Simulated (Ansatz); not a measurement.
## BNH6 (B(NH3)H3): the vertical energy of the triplet above the singlet, rung by rung

BNH6: 8 atoms, total charge 0, spin state singlet. SMILES: `[H]B([H])([H])<-N`. The shape is that of a GFN2-xTB optimisation.

Each level gives the vertical energy of the triplet above the singlet (eV). The values are calculated.

```csv
level,kind,program,value (eV),less FCI/STO-3G,CPU time (all runs)
revPBE/STO-3G,GGA,Ansatz,12.29,-1.88,6.5 s
PBE0/STO-3G,global hybrid,Ansatz,12.96,-1.21,7.7 s
wB97M-V/STO-3G,range-separated hybrid,Ansatz,13.18,-0.99,92 s
wB97X/STO-3G,range-separated hybrid,Ansatz,13.31,-0.86,39 s
MP2/STO-3G,perturbation theory,Ansatz,14.32,+0.15,0.29 s
BCCD(T)/STO-3G,coupled cluster or CI,Ansatz,14.18,+0.01,0.65 s
CCSDT/STO-3G,coupled cluster or CI,Ansatz,14.17,0.00,2.7 s
FCI/STO-3G,exact in the basis,Ansatz,14.17,0.00,4.1 min
```

FCI/STO-3G is exact within its basis and frozen core, so for wave-function methods in that basis the difference is their error; functionals converge differently with the basis, so for them it is only a difference. The values span 12.29 to 14.32 eV. A triplet this far above the singlet is often a Rydberg-like or dissociative state; sets without diffuse functions put Rydberg states too high. All rows use very small basis sets, so none should be taken for the real molecule's value. Times are those of the runs behind each value, whatever else they computed, on shared processors of several kinds: orders of magnitude only.

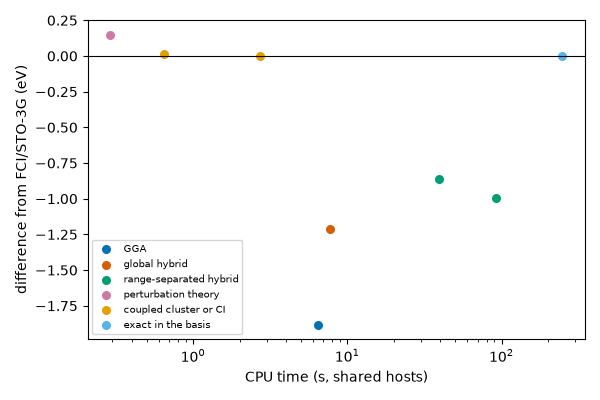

Difference from FCI/STO-3G against processor time, one point a level.
